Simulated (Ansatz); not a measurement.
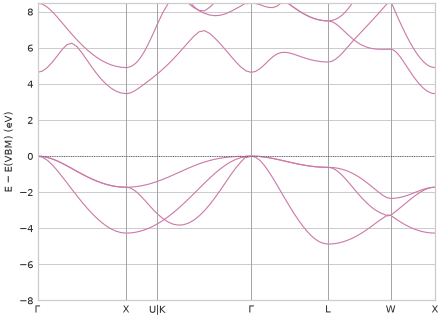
Figure: Band structure from DFT-r²SCAN in the program Ansatz with PAW potentials

Task: Read off the gap and where the band edges lie.

Result: About 3.5 eV (3.46 eV by a search for the band edges); maximum at Γ, minimum at X.

The material is MgS (rock salt, Fm-3m).

The cell was relaxed with r²SCAN under the symmetry of its start.

Potentials: the later of the program's two PAW sets.
